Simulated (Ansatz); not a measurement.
# C₂H₅AlO: small, medium and large basis sets

How large a basis does C₂H₅AlO need? Two functionals are run in growing sets.

Program: Ansatz 0.2.0, Gaussian basis. Level of theory: one geometry, several basis sets. These are calculated values, not measurements.

Plan: PBE0-D4/def2-SVP; ωB97M-V/def2-SVP; PBE0-D4/def2-QZVPP; ωB97M-V/def2-QZVPP; the functionals' def2-TZVPP values are taken from earlier runs.

## (1) Structure used throughout

The geometry comes from an earlier relaxation with PBE0-D4 in a triple-zeta def2 set; it is a stationary point, not always the lowest conformer.

SMILES `[OH][Al]1[CH2][CH2]1`, 9 atoms, charge 0, spin multiplicity 1.

Atoms are counted from 1 here; the program's logs count them from 0.

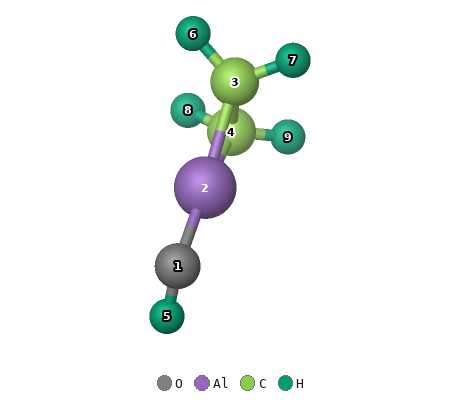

The geometry (oxygen grey, aluminium purple, carbon green, hydrogen teal); atoms are numbered from 1 in the order of the file.

As a file:

```
O    -0.4464    1.4633   -2.0874
Al   -0.1175    0.5196   -0.7282
C     1.0057   -0.1115    0.6495
C    -0.4919   -0.7263    0.6455
H    -1.2900    1.4721   -2.5367
H     1.7855   -0.8541    0.4869
H     1.2377    0.4717    1.5395
H    -0.5240   -1.8023    0.4791
H    -1.0706   -0.4787    1.5345
```

## (2) PBE0-D4 in def2-SVP

The input, in.yaml:

```yaml
crystal:
  periodic: [false, false, false]
  atoms:
    - {symbol: O, position_ang: [-0.446362, 1.463254, -2.087370]}
    - {symbol: Al, position_ang: [-0.117510, 0.519615, -0.728164]}
    - {symbol: C, position_ang: [1.005663, -0.111495, 0.649505]}
    - {symbol: C, position_ang: [-0.491950, -0.726277, 0.645547]}
    - {symbol: H, position_ang: [-1.289957, 1.472104, -2.536696]}
    - {symbol: H, position_ang: [1.785500, -0.854083, 0.486949]}
    - {symbol: H, position_ang: [1.237699, 0.471672, 1.539505]}
    - {symbol: H, position_ang: [-0.523985, -1.802259, 0.479122]}
    - {symbol: H, position_ang: [-1.070598, -0.478730, 1.534501]}
basis:
  gaussian: {orbitals: def2-SVP}
hamiltonian: {xc: pbe0, dispersion: d4}
output: {orbitals: {seedname: orbitals}}
```

Command:

```sh
$ ansatz run in.yaml --threads 2 --pin off --events-out ev --progress --plain --max-ram 4352MiB
```

Further steps of the session: ωB97M-V in def2-SVP; PBE0-D4 in def2-QZVPP; ωB97M-V in def2-QZVPP.

Q: Predict the results of all the runs planned. Wanted: PBE0-D4: double and triple zeta above quadruple; ωB97M-V: double and triple zeta above quadruple.

**Answer**, as computed:

| quantity | value |
| --- | --- |
| PBE0-D4: double and triple zeta above quadruple | 7.84, 0.45 eV |
| ωB97M-V: double and triple zeta above quadruple | 8.00, 0.44 eV |

In words: PBE0-D4 gains 7.39 eV from double to triple zeta, then 0.45 eV more. Total energies overstate the basis error of differences, where much of it tends to cancel. The LUMO of ωB97M-V is positive and keeps falling with the basis (1.09 to 0.38 eV): an unbound level that the basis holds in place.
